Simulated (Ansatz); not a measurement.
# Hypothetical diamond Fe under a change: 7 layers

The reference is Fe in the diamond structure (space group Fd-3m, No. 227; a = 4.8047 Å; non-magnetic; a hypothetical phase, not in the database extracts checked). Axes: x, y, z lie along the cube axes.

The change: a free-standing slab of 7 layers (14 atoms, 2 a layer) is cut normal to [110], with 15 Å of vacuum and the in-plane cell held at bulk.

All numbers come from DFT with PBEsol, PAW potentials and a 420 eV plane-wave cutoff in Ansatz (a program for electronic structure), scalar-relativistic without spin-orbit coupling. Settings: 14×10×1 k-points, 0.05 eV Fermi–Dirac smearing, for the changed cell.

The layer's space group (with vacuum) amounts to Pmma (No. 51) and the shortest interatomic distance decreases by 0.0373 Å to 2.043 Å. The band gap is still zero and the excess energy per area of both faces (slab less bulk energy over the cell's area: twice a surface energy) comes out as 4.8 J/m² (uncertain by up to 0.1 J/m²). The thickness between the outermost nuclei is 10.30 Å and the change of the spacing d12 from its bulk value of 1.699 Å comes out as +1.6 %. The change of the spacing d23 from its bulk value of 1.699 Å is +2.4 %.

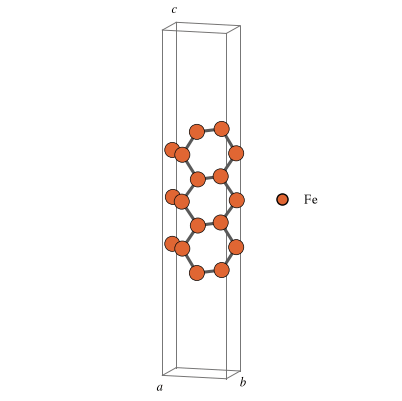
The relaxed cell after the change

The excess energy carries the mismatch between the slab's and the bulk's meshes. No phonon test of stability was made. Starting moments died away, wholly or in part, for the base; another magnetic solution may exist. The final runs are not spin-polarised. Fe has a high density of states at the Fermi level and may be magnetic at this level.
